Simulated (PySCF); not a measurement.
# C₄H₄O₅: magnetic properties

What do calculations give for the magnetic properties of C₄H₄O₅ (`CC(=O)OC(=O)OC=O`)?

Computed with PySCF 2.14.0 and routines of our own; the level stands in each step. Atoms count from 0.

### 1 The starting structure

13 atoms, charge 0, multiplicity 1; geometry from: GFN2-xTB.

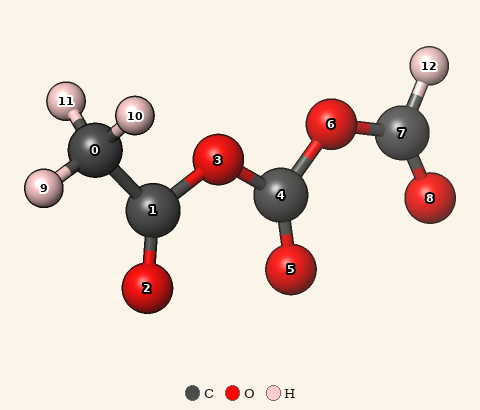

The starting geometry (carbon dark grey, oxygen red, hydrogen pink).

### 2 Magnetic properties: GIAO BHandHLYP/pcSseg-1

What the job is given:

```
{"job": {"kind": "mag", "xc": "BHandHLYP", "basis": "pcSseg-1", "isotopologues": 0}, "charge": 0, "multiplicity": 1}
C     -2.633916     0.076435    -0.066210
C     -1.413533    -0.484807     0.588554
O     -1.357365    -1.275083     1.468946
O     -0.290483     0.086184    -0.016594
C      0.968937    -0.225755     0.353437
O      1.328043    -0.980965     1.180809
O      1.762973     0.545091    -0.462374
C      3.120937     0.513243    -0.400289
O      3.799506    -0.136914     0.314464
H     -3.521943    -0.353489     0.386769
H     -2.639280     1.158030     0.047731
H     -2.608024    -0.147149    -1.130261
H      3.479761     1.225666    -1.161302
```

Level: GIAO BHandHLYP/pcSseg-1 magnetisability, rotational g tensor and spin-rotation constants, non-relativistic, gas phase.

Command:

```
OMP_NUM_THREADS=1 python excited_run.py task.json out
```

This one command runs all jobs of the session in turn.

Log:

```text
coarse grid: 12256 points
cycle   1  E = -530.1456686813  dE =  2.245e+00  |g| = 1.438e+00  |ddm| = 3.266e+00
cycle   2  E = -529.6018784686  dE =  5.438e-01  |g| = 2.303e+00  |ddm| = 2.082e+00
cycle   3  E = -530.5351566346  dE = -9.333e-01  |g| = 3.102e-01  |ddm| = 1.430e+00
cycle   4  E = -530.5508557485  dE = -1.570e-02  |g| = 9.993e-02  |ddm| = 2.037e-01
cycle   5  E = -530.5526034844  dE = -1.748e-03  |g| = 1.730e-02  |ddm| = 5.981e-02
cycle   6  E = -530.5526618220  dE = -5.834e-05  |g| = 9.119e-03  |ddm| = 1.708e-02
cycle   7  E = -530.5526796556  dE = -1.783e-05  |g| = 2.791e-03  |ddm| = 7.275e-03
cycle   8  E = -530.5526816918  dE = -2.036e-06  |g| = 9.527e-04  |ddm| = 3.347e-03
final grid: 122360 points
cycle   9  E = -530.6320615139  dE = -1.742e-05  |g| = 3.859e-03  |ddm| = 9.954e-03
cycle  10  E = -530.6320608136  dE =  7.003e-07  |g| = 4.485e-03  |ddm| = 4.334e-03
cycle  11  E = -530.6320643688  dE = -3.555e-06  |g| = 7.249e-04  |ddm| = 2.552e-03
cycle  12  E = -530.6320644605  dE = -9.165e-08  |g| = 2.332e-04  |ddm| = 4.952e-04
cycle  13  E = -530.6320644696  dE = -9.178e-09  |g| = 7.172e-05  |ddm| = 1.673e-04
cycle  14  E = -530.6320644707  dE = -1.033e-09  |g| = 1.590e-05  |ddm| = 4.888e-05
cycle  15  E = -530.6320644707  dE = -6.048e-11  |g| = 9.757e-06  |ddm| = 1.787e-05
converged SCF energy = -530.6320644707

Magnetisability tensor (1e-30 J/T^2)
     -906.40       13.91      -11.13
       13.91     -989.95     -128.50
      -11.13     -128.50     -967.87
isotropic -954.74   principal values   -1107.92   -911.41   -844.90
isotropic susceptibility -57.496 1e-6 cm^3/mol

Inertial axes            a          b          c
rot. const./GHz      5.2166     0.8725     0.7509
chi total           -54.183    -51.585    -66.720
chi diamagnetic    -316.397  -1409.145  -1628.965
chi paramagnetic    262.215   1357.561   1562.245
quadrupole/D A        5.333     -8.924      3.591
g nuclear            0.5529     0.5438     0.5430
g electronic        -0.6426    -0.5564    -0.5511
g total             -0.0898    -0.0126    -0.0081

Spin-rotation constants (kHz, H = +C I.J)
atom  isotope        aa         bb         cc
  9     1H        0.077     -0.083     -0.089
 10     1H       -0.581     -0.054     -0.018
 11     1H       -0.581     -0.056     -0.016
 12     1H       -0.215      0.023     -0.065
  0    13C*       0.655      0.128      0.130
  1    13C*       3.038      0.223      0.207
  2    17O*      -3.273     -0.600     -0.062
  3    17O*      -1.066     -0.355     -0.144
  4    13C*       2.721      0.180      0.208
  5    17O*      -2.599     -0.440     -0.065
  6    17O*      -1.166     -0.346     -0.146
  7    13C*       2.692      0.244      0.197
  8    17O*      -3.728     -0.529     -0.050
* in the singly substituted isotopologue
```

Wall time 25 s (1 thread of Arm Neoverse V1, shared host); peak memory 0.76 GiB.

Key values:

```csv
quantity,value
magnetisability,-955·10⁻³⁰ J/T²
molar susceptibility,-57.5·10⁻⁶ cm³/mol
"rotational g (a, b, c)","-0.0898, -0.0126, -0.0081"
```

### 3 Magnetic properties: GIAO KT3/6-31G, grid 4

Settings changed since step 2:

```diff
@@ -1,2 +1,2 @@
-{"job": {"kind": "mag", "xc": "BHandHLYP", "basis": "pcSseg-1", "isotopologues": 0}, "charge": 0, "multiplicity": 1}
+{"job": {"kind": "mag", "xc": "KT3", "basis": "6-31G", "grid": 4, "scf": {"aux": "def2-universal-jkfit"}}, "charge": 0, "multiplicity": 1}
 C     -2.633916     0.076435    -0.066210
```

Method: GIAO KT3/6-31G magnetisability, rotational g tensor and spin-rotation constants, non-relativistic, gas phase.

Log:

```text
final grid: 318568 points
cycle   1  E = -537.5614736347  dE =  2.294e+00  |g| = 1.687e+00  |ddm| = 4.051e+00
cycle   2  E = -533.0102600580  dE =  4.551e+00  |g| = 4.885e+00  |ddm| = 7.262e+00
cycle   3  E = -537.8426943182  dE = -4.832e+00  |g| = 1.256e+00  |ddm| = 6.645e+00
cycle   4  E = -538.1442567199  dE = -3.016e-01  |g| = 3.552e-01  |ddm| = 1.314e+00
cycle   5  E = -538.1651900640  dE = -2.093e-02  |g| = 1.209e-01  |ddm| = 2.672e-01
cycle   6  E = -538.1677621472  dE = -2.572e-03  |g| = 5.998e-02  |ddm| = 1.289e-01
cycle   7  E = -538.1684875093  dE = -7.254e-04  |g| = 1.374e-02  |ddm| = 5.551e-02
cycle   8  E = -538.1685280203  dE = -4.051e-05  |g| = 4.415e-03  |ddm| = 1.573e-02
cycle   9  E = -538.1685309876  dE = -2.967e-06  |g| = 2.470e-03  |ddm| = 5.370e-03
cycle  10  E = -538.1685319314  dE = -9.439e-07  |g| = 1.144e-03  |ddm| = 2.794e-03
cycle  11  E = -538.1685322079  dE = -2.764e-07  |g| = 2.746e-04  |ddm| = 1.311e-03
cycle  12  E = -538.1685322187  dE = -1.087e-08  |g| = 1.317e-04  |ddm| = 2.996e-04
cycle  13  E = -538.1685322218  dE = -3.093e-09  |g| = 7.448e-05  |ddm| = 1.731e-04
cycle  14  E = -538.1685322228  dE = -1.019e-09  |g| = 1.468e-05  |ddm| = 5.985e-05
cycle  15  E = -538.1685322229  dE = -3.979e-11  |g| = 9.492e-06  |ddm| = 1.823e-05
converged SCF energy = -538.1685322229

Magnetisability tensor (1e-30 J/T^2)
     -866.73       15.05      -12.30
       15.05     -950.04     -132.17
      -12.30     -132.17     -927.43
isotropic -914.73   principal values   -1071.43   -872.29   -800.49
isotropic susceptibility -55.087 1e-6 cm^3/mol

Inertial axes            a          b          c
rot. const./GHz      5.2166     0.8725     0.7509
chi total           -51.758    -48.979    -64.523
chi diamagnetic    -315.272  -1407.233  -1627.203
chi paramagnetic    263.514   1358.254   1562.680
quadrupole/D A        6.138     -9.454      3.315
g nuclear            0.5529     0.5438     0.5430
g electronic        -0.6458    -0.5567    -0.5513
g total             -0.0929    -0.0129    -0.0083

Spin-rotation constants (kHz, H = +C I.J)
atom  isotope        aa         bb         cc
  9     1H        0.048     -0.086     -0.096
 10     1H       -0.610     -0.057     -0.020
 11     1H       -0.610     -0.059     -0.019
 12     1H       -0.210      0.024     -0.069
  0    13C*       0.577      0.111      0.114
  1    13C*       2.551      0.200      0.188
  2    17O*      -2.884     -0.537     -0.066
  3    17O*      -1.228     -0.339     -0.138
  4    13C*       2.283      0.167      0.178
  5    17O*      -2.325     -0.406     -0.072
  6    17O*      -1.311     -0.337     -0.142
  7    13C*       2.250      0.215      0.174
  8    17O*      -3.245     -0.475     -0.052
* in the singly substituted isotopologue
```

It took 33 s on 1 thread of Arm Neoverse V1, shared host; peak memory 0.54 GiB.

Key values:

```
              quantity                      value
       magnetisability            -915·10⁻³⁰ J/T²
  molar susceptibility         -55.1·10⁻⁶ cm³/mol
rotational g (a, b, c)  -0.0929, -0.0129, -0.0083
```

### 4 Magnetic properties side by side

```
                  level  ξ (10⁻³⁰ J/T²)     g(a)     g(b)  gap (eV)  functions  time
GIAO BHandHLYP/pcSseg-1            -955  -0.0898  -0.0126      9.88        173  25 s
 GIAO KT3/6-31G, grid 4            -915  -0.0929  -0.0129      4.33         89  33 s
```

### 5 Results

| quantity | value |
| --- | --- |
| magnetisability (step 2, GIAO BHandHLYP/pcSseg-1) | -955·10⁻³⁰ J/T² |
| molar susceptibility (step 2, GIAO BHandHLYP/pcSseg-1) | -57.5·10⁻⁶ cm³/mol |
| rotational g (a, b, c) (step 2, GIAO BHandHLYP/pcSseg-1) | -0.0898, -0.0126, -0.0081 |
| magnetisability over the levels | -955 to -915·10⁻³⁰ J/T² |

What this shows: The magnetisability spreads by 4.3 % over 2 levels, from GIAO BHandHLYP/pcSseg-1 (25 s) to GIAO KT3/6-31G, grid 4 (33 s); the runs took 25 s to 33 s. Two levels can agree by chance, so this spread shows no convergence. Vibrational averaging and real surroundings are missing from these values.
